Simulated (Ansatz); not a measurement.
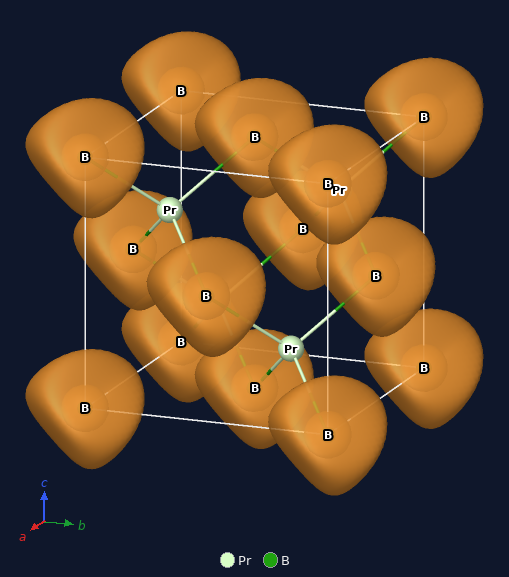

PrB. Isosurface of the electron localisation function at 0.6 (orange), seen slightly off an axis. Only the valence region is drawn (cores and ρ < 0.01 e/Å³ removed). Sticks mark near contacts.

Space group F-43m; a structure generated by program, which may or may not match a known phase; computed without spin polarisation; no Hubbard U on the f states and no spin–orbit coupling.

Level of theory: Ansatz 0.2.0, DFT PBE, scalar-relativistic, plane waves, PAW; 4f electrons in the core of a trivalent norm-conserving potential.

Core electrons are replaced by pseudopotentials, and the valence fields are smoothed inside the atomic spheres.

**Where are the electrons localised?**

At this value the surface marks out four regions wrapped around B (the valence shell of each), counted in one cell of 8 atoms. Regions shared between cells count once.

Values along the shortest contacts:
Pr–B (2.59 Å): the ELF peaks at about 0.75 in the valence shell of B, 0.8 Å from its nucleus, and drops to about 0.25 between the two atoms.
